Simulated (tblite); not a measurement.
**Geometry relaxation of PO$_{3}$ (charge −1)**

PO$_{3}$ (metaphosphate (po31-) (8ci,9ci)), charge −1, SMILES O=P(=O)[O-], computed with GFN2-xTB geometry optimisation, gas phase (tblite 0.8.0).

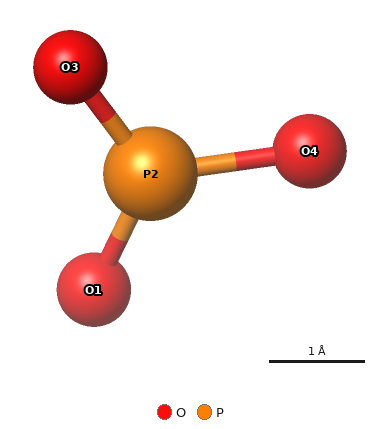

The structure as given in the input (ball-and-stick view, seen at a tilt; atoms are numbered from 1 in the order of the input). Bond lengths as drawn: O–P 1.50 to 1.70 Å.

**Results in brief**

- outcome: converged
- total energy: −409.4290 eV
- hardware: 1 CPU thread, shared host
- peak memory: 0.18 GiB

**Input**
```
{"job": {"kind": "relax", "xc": "GFN2-xTB", "basis": "xTB"}, "charge": -1, "multiplicity": 1}
O     -0.762400    -1.319000    -0.028900
P     -0.063000     0.005700     0.063600
O     -0.798300     1.313100    -0.024700
O      1.633900     0.005000    -0.032900
```

The first line tells a small driver script what to run in tblite; the rest is the geometry in Å.

Launch command:
```bash
OMP_NUM_THREADS=1 python <driver script> task.json out
```

**Output**
```
step      E/eV     max force
  0    -408.53877    5.957
  1    -409.24032    2.918
  2    -409.28857    4.569
  3    -409.40870    0.953
  4    -409.41973    0.334
  5    -409.42546    0.390
  6    -409.42817    0.290
  7    -409.42894    0.070
  8    -409.42896    0.040
  9    -409.42897    0.002
```

**Trajectory as extended XYZ (Å, eV, eV/Å), 10 frames, from step=0 to step=9**
```
4
Properties=species:S:1:pos:R:3:forces:R:3 step=0 energy=-408.53877
O    -0.7624   -1.3190   -0.0289    0.4460   1.3240   0.3130
P    -0.0630    0.0057    0.0636    4.8620  -0.0680  -1.1650
O    -0.7983    1.3131   -0.0247    0.6230  -1.3500   0.3080
O     1.6339    0.0050   -0.0329   -5.9310   0.0940   0.5430
4
Properties=species:S:1:pos:R:3:forces:R:3 step=1 energy=-409.24032
O    -0.7560   -1.3001   -0.0244    1.0070   1.3270   0.2920
P     0.0065    0.0047    0.0469    0.6850  -0.0120  -0.9130
O    -0.7894    1.2939   -0.0203    1.2060  -1.4010   0.2900
O     1.5492    0.0063   -0.0251   -2.8980   0.0860   0.3310
4
Properties=species:S:1:pos:R:3:forces:R:3 step=2 energy=-409.28857
O    -0.7300   -1.2634   -0.0162    0.2170  -0.3220   0.1340
P     0.0390    0.0042    0.0209   -4.5580  -0.0770  -0.3020
O    -0.7580    1.2553   -0.0122    0.3030   0.3120   0.1350
O     1.4593    0.0087   -0.0153    4.0380   0.0870   0.0330
4
Properties=species:S:1:pos:R:3:forces:R:3 step=3 energy=-409.40870
O    -0.7335   -1.2722   -0.0167   -0.0830  -0.4520   0.1280
P     0.0045    0.0037    0.0232    0.8600  -0.0180  -0.4110
O    -0.7619    1.2644   -0.0127    0.0130   0.4060   0.1300
O     1.5011    0.0089   -0.0166   -0.7900   0.0640   0.1530
4
Properties=species:S:1:pos:R:3:forces:R:3 step=4 energy=-409.41973
O    -0.7337   -1.2774   -0.0149    0.0950  -0.1360   0.1090
P     0.0093    0.0034    0.0175    0.0100  -0.0410  -0.3310
O    -0.7607    1.2690   -0.0108    0.1650   0.1240   0.1100
O     1.4952    0.0098   -0.0146   -0.2700   0.0540   0.1120
4
Properties=species:S:1:pos:R:3:forces:R:3 step=5 energy=-409.42546
O    -0.7307   -1.2810   -0.0115    0.0610  -0.1000   0.0610
P     0.0091    0.0023    0.0072   -0.3460  -0.0020  -0.1810
O    -0.7554    1.2720   -0.0074    0.1130   0.0700   0.0610
O     1.4872    0.0114   -0.0111    0.1720   0.0320   0.0580
4
Properties=species:S:1:pos:R:3:forces:R:3 step=6 energy=-409.42817
O    -0.7288   -1.2857   -0.0087    0.0510   0.0010   0.0210
P     0.0061    0.0018   -0.0014   -0.2810  -0.0340  -0.0610
O    -0.7514    1.2758   -0.0046    0.0540   0.0180   0.0210
O     1.4844    0.0128   -0.0082    0.1760   0.0140   0.0200
4
Properties=species:S:1:pos:R:3:forces:R:3 step=7 energy=-409.42894
O    -0.7275   -1.2881   -0.0071   -0.0030  -0.0140  -0.0020
P     0.0030    0.0009   -0.0061   -0.0550   0.0430   0.0060
O    -0.7492    1.2783   -0.0031    0.0180  -0.0270  -0.0020
O     1.4840    0.0137   -0.0065    0.0400  -0.0020  -0.0020
4
Properties=species:S:1:pos:R:3:forces:R:3 step=8 energy=-409.42896
O    -0.7276   -1.2884   -0.0071    0.0100   0.0180  -0.0020
P     0.0026    0.0015   -0.0061    0.0010  -0.0400   0.0050
O    -0.7490    1.2780   -0.0031   -0.0100   0.0200  -0.0020
O     1.4843    0.0137   -0.0065    0.0000   0.0020  -0.0020
4
Properties=species:S:1:pos:R:3:forces:R:3 step=9 energy=-409.42897
O    -0.7276   -1.2882   -0.0072    0.0010  -0.0020  -0.0010
P     0.0026    0.0012   -0.0059    0.0010   0.0010   0.0020
O    -0.7492    1.2781   -0.0032    0.0010   0.0010  -0.0010
O     1.4844    0.0137   -0.0066   -0.0020   0.0000  -0.0010
```

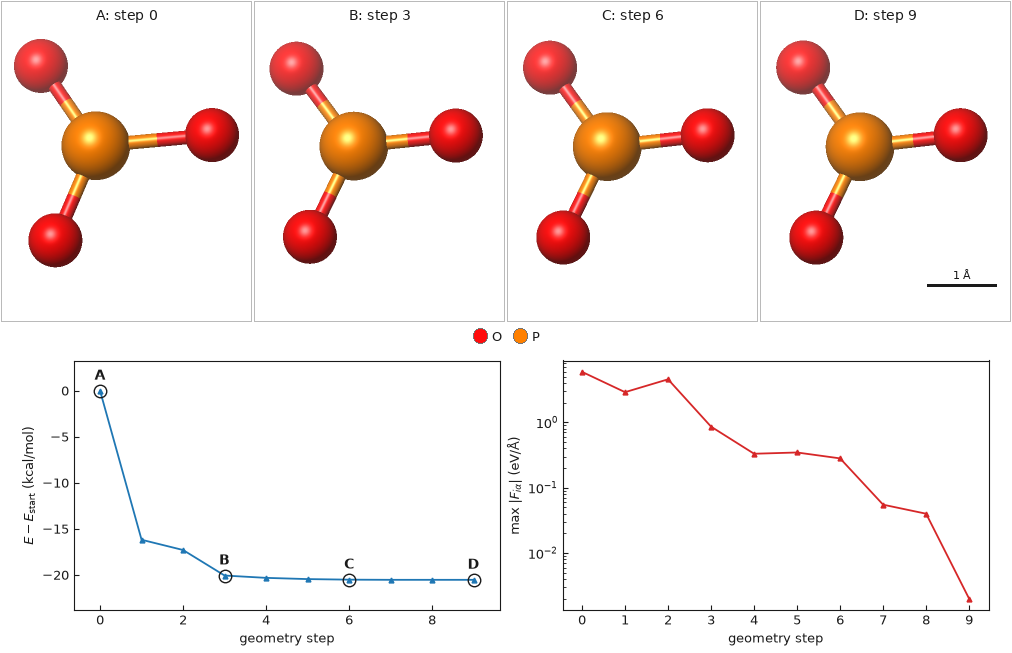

Frames of the relaxation (ball-and-stick view, seen at a tilt) above the curves, on which the letters mark them (steps are counted from 0).

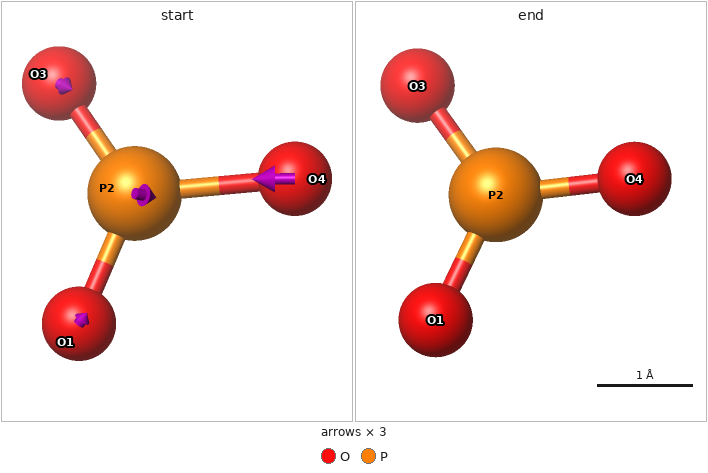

Before (left) and after (right) the relaxation, at one scale (ball-and-stick view, seen at a tilt). The pink arrows give the displacements, magnified 3 times. The energy falls by 20.5 kcal/mol in 9 geometry steps. The largest force component goes from 5.9 to 0.002 eV/Å. The largest move after the best rigid fit is that of O4, 0.15 Å. Largest moves by element: O 0.15 Å, P 0.10 Å. Among the contacts that change: P2–O4 1.700 → 1.482 Å, O1–P2 1.501 → 1.482 Å. Among the angles that change: O1–P2–O4 117.5° → 120.0°, O1–P2–O3 122.4° → 120.0°. (Atoms are counted from 1 in the order of the input.)
